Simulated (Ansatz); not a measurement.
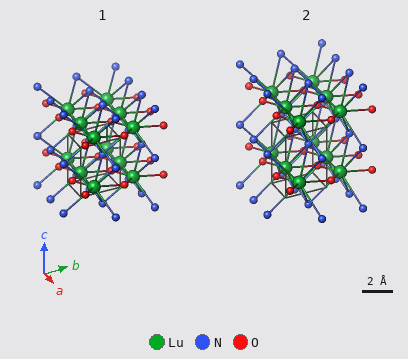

Two geometries of solid LuNO (a generated structure, set up in P-6m2) (coarse preliminary run), drawn at one scale. One is the start of a relaxation, the other its converged end. A ball-and-stick model of the cell of the calculation, repeated 2 × 1 × 2 with one cell outlined, seen slightly off an axis.

The calculation used Ansatz, DFT PBE, scalar-relativistic, plane waves, PAW. (plane-wave cutoff 420 eV; k-point mesh 6 × 6 × 4; occupations gaussian; smearing width 0.1 eV; no spin polarisation; cell and atoms relaxed; force threshold 0.04 eV/Å; at most 70 steps)

Which of the two is the end point?

Answer. Structure 1 is the relaxed one. The atoms keep their places relative to the cell (all moves are under 0.005 Å). The drawn cell changes as follows: a = b 3.804 → 3.630 Å (−4.6 %), c 4.193 → 3.413 Å (−18.6 %); the volume changes by −25.9 %. Some distances before and after: Lu–Lu 4.193 → 3.413 Å, Lu–N 3.036 → 2.702 Å, Lu–O 2.196 → 2.096 Å. Among the angles between lasting bonds that change: Lu–N–Lu 87.3° → 78.3°, Lu–N–Lu 77.6° → 84.4°, Lu–N–Lu 137.6° → 134.4°. The space group stays P-6m2 (No. 187). The energy falls by 0.799 eV per cell of the calculation in 6 accepted moves (8 points after the start). All forces vanish by symmetry, so only the cell relaxes. The pressure goes from −15.15 to 0.05 GPa. At 2 points the geometry stayed and the basis and grid were re-selected for the new cell (energy shift of 12.3 meV per cell of the calculation at most each time). The run took 36 s on 1 thread of AMD EPYC 7R43 64-Core Processor (Zen 3), with other jobs on the host, peak memory 0.4 GiB.

Limits of the set-up: the k-point mesh is coarse for a cell with partly filled bands.
